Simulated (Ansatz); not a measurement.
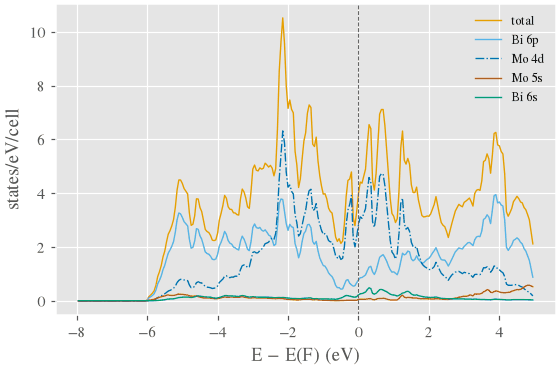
Figure. Total and projected density of states of Bi2Mo in space group C2/m (No. 12; Mo on 4i, Bi on 4i, Bi on 4i), the program Ansatz at the PBEsol level (PAW)

Question: Which orbitals carry the states next to the Fermi level?

Answer: Within 0.5 eV of the Fermi level: Mo 4d 71 %, Bi 6p 20 %, Bi 6s 6 %. Projections are on Löwdin-orthogonalised atomic valence shells; empty p or d shells of many metals are not among them.

Question: Where is the tallest occupied peak in this window, and what makes it?

Answer: Near -2.1 eV, about 11 states/eV per cell; the largest projected share is Mo 4d.

The start of the workflow was typed in or built on a structure type; neither database checked (COD, Materials Project) lists it. Its standing as an ambient phase is unchecked. The PBEsol relaxation kept the symmetry of its start; its stability against distortions is not shown here. The run is not spin-polarised. The volume moved by -18 % from the start of the relaxation. Its formation energy is positive at this level, so the cell may be metastable or incomplete. Spin–orbit coupling is left out wherever it is not named.

Potentials: the earlier of the program's two PAW sets. The files were generated under PBE; for other functionals the program regenerates the frozen cores, and for LDA and PBEsol the local potential too.
